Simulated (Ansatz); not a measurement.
# SiN2H8O: molecular dynamics (part 1 of 3)

System: SiN2H8O.
Method: RKS PBE0-D4/6-31G* (Ansatz 0.2.0).

It belongs to a series of runs on one base structure; here: dynamics from the highest image of the converged band.

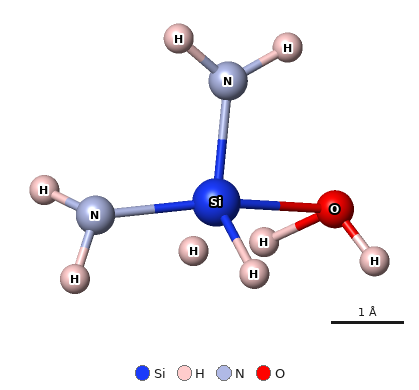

The input geometry (ball-and-stick view, seen at a tilt).

Key numbers:

| quantity | value |
| --- | --- |
| outcome | finished |
| mean temperature over the second half | 1386 K |
| trajectory | 200 steps, 100 fs |
| ensemble | nve |
| temperature in the input | 300.0 K |
| time step | 0.5 fs |
| potential energy (last step) | −13026.2236 eV |
| mean-field energy (last step) | −13026.0747 eV |
| largest force (length of the vector) (last step) | 2.899 eV/Å |
| hardware | 1 thread of Arm Neoverse V1, 24 GiB of memory available, shared host |
| wall time | 12 min |
| peak memory | 0.15 GiB |

Notes:

So short a trajectory is not equilibrated.

Input file:
```yaml
crystal:
  periodic: [false, false, false]
  atoms:
    - { symbol: Si, position_ang: [-0.231561, 0.06395, -0.226991] }
    - { symbol: H, position_ang: [0.066843, -0.01594, 1.547398] }
    - { symbol: "N", position_ang: [1.481136, 0.223762, -0.515639] }
    - { symbol: H, position_ang: [2.012436, -0.632179, -0.609795] }
    - { symbol: H, position_ang: [2.017322, 0.911721, -0.001475] }
    - { symbol: "N", position_ang: [-0.795466, 1.574487, -0.764308] }
    - { symbol: H, position_ang: [-1.743559, 1.881342, -0.616126] }
    - { symbol: H, position_ang: [-0.227554, 2.177753, -1.338304] }
    - { symbol: H, position_ang: [-0.398404, -1.272398, -0.876722] }
    - { symbol: O, position_ang: [-1.908797, -0.174592, 0.707875] }
    - { symbol: H, position_ang: [-2.232659, -1.081445, 0.599396] }
    - { symbol: H, position_ang: [-0.913937, -0.156659, 1.488191] }
basis:
  gaussian: { orbitals: "6-31G*" }
hamiltonian:
  xc: pbe0
  dispersion: d4
md:
  timestep: 0.5
  n_steps: 200
  ensemble: nve
  temperature: 300.0
  initial_velocities: maxwell_boltzmann
  seed: 10343
```

Command:
```bash
ansatz run input.yaml --threads 1 --pin off --max-ram 2048MiB --backend cpu --events-out ev --progress --plain --runs-dir out
```

What the program printed:
```
Engine: ansatz 0.2.0, aarch64-unknown-linux-gnu
Functional definition: PBE0
  parameter a = 0.25
  parameter kappa = 0.804
  parameter beta = 0.06672455060314922
  exchange = (1 - a)*pbe_x(kappa = kappa, mu = beta*pi^2/3) + a*exact_x
  correlation = pbe_c(beta = beta)
909 factors; integrals over basis functions are off by at most 5.8e-4 eV
mean field evaluation 1: about -13013.1439 eV, gradient 7.9e1 eV
mean field evaluation 2: about -12998.9369 eV, gradient 1.1e2 eV
mean field evaluation 4: about -13024.6335 eV, gradient 5.3e0 eV
mean field evaluation 8: about -13024.7059 eV, gradient 4.8e-2 eV
mean field -13024.70592948 eV, -478.6491144457 hartree, gradient 6.9e-5 eV, S^2 0.000000; 0 other end points of the search recorded, 0 dependent functions left out
the calculation of the forces begins
reference -13024.70595294 eV, -478.6491153076 hartree; 22, 22 occupied and 58, 58 virtual orbitals, 909 factors
md step     0: t =     0.00 fs  T =   300.0 K  F+E_penalty+E_count = -13024.88812125 eV  E_kin = 0.387780 eV  conserved = -13024.50034125 eV  (24 SCF iters)
these checks for a lower state are left out or cut short: starts, cluster_reference, orbital_swaps, neighbouring_geometries, increment
909 factors; integrals over basis functions are off by at most 5.8e-4 eV
mean field evaluation 16: about -13024.6804 eV, gradient 3.2e-3 eV
mean field -13024.69970829 eV, -478.6488858210 hartree, gradient 7.3e-6 eV, S^2 0.000000; 0 other end points of the search recorded, 0 dependent functions left out
the calculation of the forces begins
reference -13024.69973173 eV, -478.6488866825 hartree; 22, 22 occupied and 58, 58 virtual orbitals, 909 factors
md step     1: t =     0.50 fs  T =   295.3 K  F+E_penalty+E_count = -13024.88198500 eV  E_kin = 0.381748 eV  conserved = -13024.50023718 eV  (29 SCF iters, 3 dispersion substeps)
[... from here on the SCF iterations and repeated set-up lines of each step are left out, up to the last step ...]
md step     2: t =     1.00 fs  T =   282.7 K  F+E_penalty+E_count = -13024.86533150 eV  E_kin = 0.365396 eV  conserved = -13024.49993503 eV  (30 SCF iters, 3 dispersion substeps)
md step     3: t =     1.50 fs  T =   265.6 K  F+E_penalty+E_count = -13024.84285755 eV  E_kin = 0.343287 eV  conserved = -13024.49957087 eV  (30 SCF iters, 3 dispersion substeps)
md step     4: t =     2.00 fs  T =   248.2 K  F+E_penalty+E_count = -13024.82017675 eV  E_kin = 0.320850 eV  conserved = -13024.49932710 eV  (30 SCF iters, 3 dispersion substeps)
md step     5: t =     2.50 fs  T =   233.5 K  F+E_penalty+E_count = -13024.80106675 eV  E_kin = 0.301758 eV  conserved = -13024.49930877 eV  (30 SCF iters, 3 dispersion substeps)
md step     6: t =     3.00 fs  T =   221.6 K  F+E_penalty+E_count = -13024.78589250 eV  E_kin = 0.286425 eV  conserved = -13024.49946790 eV  (30 SCF iters, 3 dispersion substeps)
md step     7: t =     3.50 fs  T =   210.9 K  F+E_penalty+E_count = -13024.77230413 eV  E_kin = 0.272653 eV  conserved = -13024.49965118 eV  (30 SCF iters, 3 dispersion substeps)
md step     8: t =     4.00 fs  T =   199.4 K  F+E_penalty+E_count = -13024.75751455 eV  E_kin = 0.257793 eV  conserved = -13024.49972190 eV  (30 SCF iters, 3 dispersion substeps)
md step     9: t =     4.50 fs  T =   186.3 K  F+E_penalty+E_count = -13024.74039779 eV  E_kin = 0.240760 eV  conserved = -13024.49963773 eV  (30 SCF iters, 3 dispersion substeps)
md step    10: t =     5.00 fs  T =   172.3 K  F+E_penalty+E_count = -13024.72219970 eV  E_kin = 0.222752 eV  conserved = -13024.49944736 eV  (30 SCF iters, 3 dispersion substeps)
md step    11: t =     5.50 fs  T =   159.8 K  F+E_penalty+E_count = -13024.70584739 eV  E_kin = 0.206606 eV  conserved = -13024.49924170 eV  (29 SCF iters, 3 dispersion substeps)
md step    12: t =     6.00 fs  T =   151.2 K  F+E_penalty+E_count = -13024.69455854 eV  E_kin = 0.195452 eV  conserved = -13024.49910685 eV  (30 SCF iters, 3 dispersion substeps)
md step    13: t =     6.50 fs  T =   148.1 K  F+E_penalty+E_count = -13024.69047119 eV  E_kin = 0.191372 eV  conserved = -13024.49909898 eV  (30 SCF iters, 3 dispersion substeps)
md step    14: t =     7.00 fs  T =   150.5 K  F+E_penalty+E_count = -13024.69373101 eV  E_kin = 0.194498 eV  conserved = -13024.49923329 eV  (30 SCF iters, 3 dispersion substeps)
md step    15: t =     7.50 fs  T =   156.9 K  F+E_penalty+E_count = -13024.70224370 eV  E_kin = 0.202765 eV  conserved = -13024.49947903 eV  (30 SCF iters, 3 dispersion substeps)
md step    16: t =     8.00 fs  T =   164.3 K  F+E_penalty+E_count = -13024.71217782 eV  E_kin = 0.212418 eV  conserved = -13024.49976002 eV  (26 SCF iters, 3 dispersion substeps)
md step    17: t =     8.50 fs  T =   169.6 K  F+E_penalty+E_count = -13024.71919358 eV  E_kin = 0.219226 eV  conserved = -13024.49996759 eV  (30 SCF iters, 3 dispersion substeps)
md step    18: t =     9.00 fs  T =   170.3 K  F+E_penalty+E_count = -13024.72015280 eV  E_kin = 0.220155 eV  conserved = -13024.49999786 eV  (30 SCF iters, 3 dispersion substeps)
md step    19: t =     9.50 fs  T =   166.2 K  F+E_penalty+E_count = -13024.71469748 eV  E_kin = 0.214885 eV  conserved = -13024.49981207 eV  (30 SCF iters, 3 dispersion substeps)
md step    20: t =    10.00 fs  T =   159.6 K  F+E_penalty+E_count = -13024.70577602 eV  E_kin = 0.206289 eV  conserved = -13024.49948682 eV  (30 SCF iters, 3 dispersion substeps)
md step    21: t =    10.50 fs  T =   154.1 K  F+E_penalty+E_count = -13024.69841046 eV  E_kin = 0.199214 eV  conserved = -13024.49919673 eV  (30 SCF iters, 3 dispersion substeps)
md step    22: t =    11.00 fs  T =   153.1 K  F+E_penalty+E_count = -13024.69704418 eV  E_kin = 0.197939 eV  conserved = -13024.49910491 eV  (30 SCF iters, 3 dispersion substeps)
md step    23: t =    11.50 fs  T =   157.7 K  F+E_penalty+E_count = -13024.70309934 eV  E_kin = 0.203855 eV  conserved = -13024.49924393 eV  (29 SCF iters, 3 dispersion substeps)
md step    24: t =    12.00 fs  T =   166.3 K  F+E_penalty+E_count = -13024.71448593 eV  E_kin = 0.214988 eV  conserved = -13024.49949781 eV  (30 SCF iters, 3 dispersion substeps)
md step    25: t =    12.50 fs  T =   176.1 K  F+E_penalty+E_count = -13024.72730872 eV  E_kin = 0.227605 eV  conserved = -13024.49970384 eV  (30 SCF iters, 3 dispersion substeps)
md step    26: t =    13.00 fs  T =   184.6 K  F+E_penalty+E_count = -13024.73833241 eV  E_kin = 0.238571 eV  conserved = -13024.49976140 eV  (30 SCF iters, 3 dispersion substeps)
md step    27: t =    13.50 fs  T =   191.0 K  F+E_penalty+E_count = -13024.74656938 eV  E_kin = 0.246901 eV  conserved = -13024.49966857 eV  (30 SCF iters, 3 dispersion substeps)
md step    28: t =    14.00 fs  T =   196.4 K  F+E_penalty+E_count = -13024.75338682 eV  E_kin = 0.253897 eV  conserved = -13024.49948952 eV  (30 SCF iters, 3 dispersion substeps)
md step    29: t =    14.50 fs  T =   202.9 K  F+E_penalty+E_count = -13024.76154337 eV  E_kin = 0.262234 eV  conserved = -13024.49930917 eV  (30 SCF iters, 3 dispersion substeps)
md step    30: t =    15.00 fs  T =   212.5 K  F+E_penalty+E_count = -13024.77385408 eV  E_kin = 0.274654 eV  conserved = -13024.49920033 eV  (30 SCF iters, 3 dispersion substeps)
md step    31: t =    15.50 fs  T =   226.5 K  F+E_penalty+E_count = -13024.79201764 eV  E_kin = 0.292810 eV  conserved = -13024.49920746 eV  (30 SCF iters, 3 dispersion substeps)
md step    32: t =    16.00 fs  T =   244.9 K  F+E_penalty+E_count = -13024.81590375 eV  E_kin = 0.316567 eV  conserved = -13024.49933654 eV  (29 SCF iters, 3 dispersion substeps)
md step    33: t =    16.50 fs  T =   266.1 K  F+E_penalty+E_count = -13024.84347551 eV  E_kin = 0.343928 eV  conserved = -13024.49954784 eV  (30 SCF iters, 3 dispersion substeps)
md step    34: t =    17.00 fs  T =   287.6 K  F+E_penalty+E_count = -13024.87144736 eV  E_kin = 0.371689 eV  conserved = -13024.49975812 eV  (26 SCF iters, 3 dispersion substeps)
md step    35: t =    17.50 fs  T =   306.9 K  F+E_penalty+E_count = -13024.89661542 eV  E_kin = 0.396752 eV  conserved = -13024.49986352 eV  (30 SCF iters, 3 dispersion substeps)
md step    36: t =    18.00 fs  T =   323.1 K  F+E_penalty+E_count = -13024.91746257 eV  E_kin = 0.417672 eV  conserved = -13024.49979081 eV  (30 SCF iters, 3 dispersion substeps)
md step    37: t =    18.50 fs  T =   337.0 K  F+E_penalty+E_count = -13024.93522624 eV  E_kin = 0.435666 eV  conserved = -13024.49955992 eV  (30 SCF iters, 3 dispersion substeps)
md step    38: t =    19.00 fs  T =   351.4 K  F+E_penalty+E_count = -13024.95351808 eV  E_kin = 0.454215 eV  conserved = -13024.49930286 eV  (30 SCF iters, 3 dispersion substeps)
md step    39: t =    19.50 fs  T =   369.1 K  F+E_penalty+E_count = -13024.97628898 eV  E_kin = 0.477100 eV  conserved = -13024.49918939 eV  (30 SCF iters, 3 dispersion substeps)
md step    40: t =    20.00 fs  T =   391.4 K  F+E_penalty+E_count = -13025.00527614 eV  E_kin = 0.505976 eV  conserved = -13024.49929991 eV  (30 SCF iters, 3 dispersion substeps)
md step    41: t =    20.50 fs  T =   417.2 K  F+E_penalty+E_count = -13025.03879770 eV  E_kin = 0.539236 eV  conserved = -13024.49956218 eV  (30 SCF iters, 3 dispersion substeps)
md step    42: t =    21.00 fs  T =   443.3 K  F+E_penalty+E_count = -13025.07281239 eV  E_kin = 0.572996 eV  conserved = -13024.49981590 eV  (30 SCF iters, 3 dispersion substeps)
md step    43: t =    21.50 fs  T =   466.8 K  F+E_penalty+E_count = -13025.10332577 eV  E_kin = 0.603394 eV  conserved = -13024.49993224 eV  (30 SCF iters, 3 dispersion substeps)
md step    44: t =    22.00 fs  T =   486.2 K  F+E_penalty+E_count = -13025.12840080 eV  E_kin = 0.628523 eV  conserved = -13024.49987783 eV  (30 SCF iters, 3 dispersion substeps)
md step    45: t =    22.50 fs  T =   502.1 K  F+E_penalty+E_count = -13025.14876148 eV  E_kin = 0.649062 eV  conserved = -13024.49969968 eV  (30 SCF iters, 3 dispersion substeps)
md step    46: t =    23.00 fs  T =   516.5 K  F+E_penalty+E_count = -13025.16712596 eV  E_kin = 0.667647 eV  conserved = -13024.49947872 eV  (30 SCF iters, 3 dispersion substeps)
md step    47: t =    23.50 fs  T =   532.0 K  F+E_penalty+E_count = -13025.18694815 eV  E_kin = 0.687655 eV  conserved = -13024.49929314 eV  (30 SCF iters, 3 dispersion substeps)
md step    48: t =    24.00 fs  T =   550.8 K  F+E_penalty+E_count = -13025.21116646 eV  E_kin = 0.711969 eV  conserved = -13024.49919745 eV  (30 SCF iters, 3 dispersion substeps)
md step    49: t =    24.50 fs  T =   574.1 K  F+E_penalty+E_count = -13025.24130826 eV  E_kin = 0.742092 eV  conserved = -13024.49921609 eV  (29 SCF iters, 3 dispersion substeps)
md step    50: t =    25.00 fs  T =   601.7 K  F+E_penalty+E_count = -13025.27711020 eV  E_kin = 0.777776 eV  conserved = -13024.49933467 eV  (29 SCF iters, 3 dispersion substeps)
md step    51: t =    25.50 fs  T =   632.3 K  F+E_penalty+E_count = -13025.31676539 eV  E_kin = 0.817267 eV  conserved = -13024.49949802 eV  (29 SCF iters, 3 dispersion substeps)
md step    52: t =    26.00 fs  T =   663.9 K  F+E_penalty+E_count = -13025.35781622 eV  E_kin = 0.858195 eV  conserved = -13024.49962088 eV  (26 SCF iters, 3 dispersion substeps)
md step    53: t =    26.50 fs  T =   695.4 K  F+E_penalty+E_count = -13025.39848964 eV  E_kin = 0.898866 eV  conserved = -13024.49962335 eV  (29 SCF iters, 3 dispersion substeps)
md step    54: t =    27.00 fs  T =   726.8 K  F+E_penalty+E_count = -13025.43888666 eV  E_kin = 0.939398 eV  conserved = -13024.49948887 eV  (29 SCF iters, 3 dispersion substeps)
md step    55: t =    27.50 fs  T =   759.6 K  F+E_penalty+E_count = -13025.48115824 eV  E_kin = 0.981854 eV  conserved = -13024.49930420 eV  (29 SCF iters, 3 dispersion substeps)
md step    56: t =    28.00 fs  T =   796.0 K  F+E_penalty+E_count = -13025.52814717 eV  E_kin = 1.028927 eV  conserved = -13024.49921978 eV  (30 SCF iters, 3 dispersion substeps)
md step    57: t =    28.50 fs  T =   836.9 K  F+E_penalty+E_count = -13025.58112904 eV  E_kin = 1.081791 eV  conserved = -13024.49933762 eV  (29 SCF iters, 3 dispersion substeps)
md step    58: t =    29.00 fs  T =   880.9 K  F+E_penalty+E_count = -13025.63831245 eV  E_kin = 1.138691 eV  conserved = -13024.49962140 eV  (29 SCF iters, 3 dispersion substeps)
md step    59: t =    29.50 fs  T =   924.8 K  F+E_penalty+E_count = -13025.69537163 eV  E_kin = 1.195443 eV  conserved = -13024.49992886 eV  (29 SCF iters, 3 dispersion substeps)
md step    60: t =    30.00 fs  T =   965.1 K  F+E_penalty+E_count = -13025.74757748 eV  E_kin = 1.247456 eV  conserved = -13024.50012163 eV  (29 SCF iters, 3 dispersion substeps)
md step    61: t =    30.50 fs  T =   999.4 K  F+E_penalty+E_count = -13025.79191699 eV  E_kin = 1.291770 eV  conserved = -13024.50014694 eV  (29 SCF iters, 3 dispersion substeps)
md step    62: t =    31.00 fs  T =  1027.3 K  F+E_penalty+E_count = -13025.82797071 eV  E_kin = 1.327935 eV  conserved = -13024.50003617 eV  (29 SCF iters, 3 dispersion substeps)
md step    63: t =    31.50 fs  T =  1050.3 K  F+E_penalty+E_count = -13025.85748416 eV  E_kin = 1.357622 eV  conserved = -13024.49986190 eV  (29 SCF iters, 3 dispersion substeps)
md step    64: t =    32.00 fs  T =  1070.4 K  F+E_penalty+E_count = -13025.88325645 eV  E_kin = 1.383559 eV  conserved = -13024.49969705 eV  (29 SCF iters, 3 dispersion substeps)
md step    65: t =    32.50 fs  T =  1089.6 K  F+E_penalty+E_count = -13025.90796772 eV  E_kin = 1.408371 eV  conserved = -13024.49959709 eV  (29 SCF iters, 3 dispersion substeps)
md step    66: t =    33.00 fs  T =  1109.1 K  F+E_penalty+E_count = -13025.93327076 eV  E_kin = 1.433677 eV  conserved = -13024.49959340 eV  (29 SCF iters, 3 dispersion substeps)
md step    67: t =    33.50 fs  T =  1129.2 K  F+E_penalty+E_count = -13025.95928244 eV  E_kin = 1.459595 eV  conserved = -13024.49968759 eV  (30 SCF iters, 3 dispersion substeps)
md step    68: t =    34.00 fs  T =  1148.6 K  F+E_penalty+E_count = -13025.98457288 eV  E_kin = 1.484730 eV  conserved = -13024.49984304 eV  (29 SCF iters, 3 dispersion substeps)
md step    69: t =    34.50 fs  T =  1165.7 K  F+E_penalty+E_count = -13026.00675656 eV  E_kin = 1.506769 eV  conserved = -13024.49998778 eV  (29 SCF iters, 3 dispersion substeps)
md step    70: t =    35.00 fs  T =  1178.7 K  F+E_penalty+E_count = -13026.02364154 eV  E_kin = 1.523607 eV  conserved = -13024.50003457 eV  (25 SCF iters, 3 dispersion substeps)
md step    71: t =    35.50 fs  T =  1187.2 K  F+E_penalty+E_count = -13026.03456113 eV  E_kin = 1.534628 eV  conserved = -13024.49993309 eV  (29 SCF iters, 3 dispersion substeps)
md step    72: t =    36.00 fs  T =  1192.5 K  F+E_penalty+E_count = -13026.04109696 eV  E_kin = 1.541374 eV  conserved = -13024.49972331 eV  (29 SCF iters, 3 dispersion substeps)
md step    73: t =    36.50 fs  T =  1196.7 K  F+E_penalty+E_count = -13026.04643920 eV  E_kin = 1.546906 eV  conserved = -13024.49953358 eV  (29 SCF iters, 3 dispersion substeps)
md step    74: t =    37.00 fs  T =  1202.2 K  F+E_penalty+E_count = -13026.05348466 eV  E_kin = 1.553995 eV  conserved = -13024.49948972 eV  (29 SCF iters, 3 dispersion substeps)
md step    75: t =    37.50 fs  T =  1209.5 K  F+E_penalty+E_count = -13026.06298481 eV  E_kin = 1.563373 eV  conserved = -13024.49961224 eV  (29 SCF iters, 3 dispersion substeps)
md step    76: t =    38.00 fs  T =  1217.3 K  F+E_penalty+E_count = -13026.07323832 eV  E_kin = 1.573436 eV  conserved = -13024.49980220 eV  (29 SCF iters, 3 dispersion substeps)
md step    77: t =    38.50 fs  T =  1223.6 K  F+E_penalty+E_count = -13026.08153201 eV  E_kin = 1.581604 eV  conserved = -13024.49992849 eV  (29 SCF iters, 3 dispersion substeps)
md step    78: t =    39.00 fs  T =  1227.1 K  F+E_penalty+E_count = -13026.08609198 eV  E_kin = 1.586173 eV  conserved = -13024.49991911 eV  (27 SCF iters, 3 dispersion substeps)
md step    79: t =    39.50 fs  T =  1228.1 K  F+E_penalty+E_count = -13026.08720548 eV  E_kin = 1.587424 eV  conserved = -13024.49978139 eV  (27 SCF iters, 3 dispersion substeps)
md step    80: t =    40.00 fs  T =  1228.2 K  F+E_penalty+E_count = -13026.08714216 eV  E_kin = 1.587570 eV  conserved = -13024.49957208 eV  (29 SCF iters, 3 dispersion substeps)
md step    81: t =    40.50 fs  T =  1230.0 K  F+E_penalty+E_count = -13026.08928971 eV  E_kin = 1.589929 eV  conserved = -13024.49936064 eV  (27 SCF iters, 3 dispersion substeps)
md step    82: t =    41.00 fs  T =  1236.1 K  F+E_penalty+E_count = -13026.09705026 eV  E_kin = 1.597841 eV  conserved = -13024.49920971 eV  (28 SCF iters, 3 dispersion substeps)
md step    83: t =    41.50 fs  T =  1248.4 K  F+E_penalty+E_count = -13026.11283006 eV  E_kin = 1.613666 eV  conserved = -13024.49916443 eV  (28 SCF iters, 3 dispersion substeps)
```
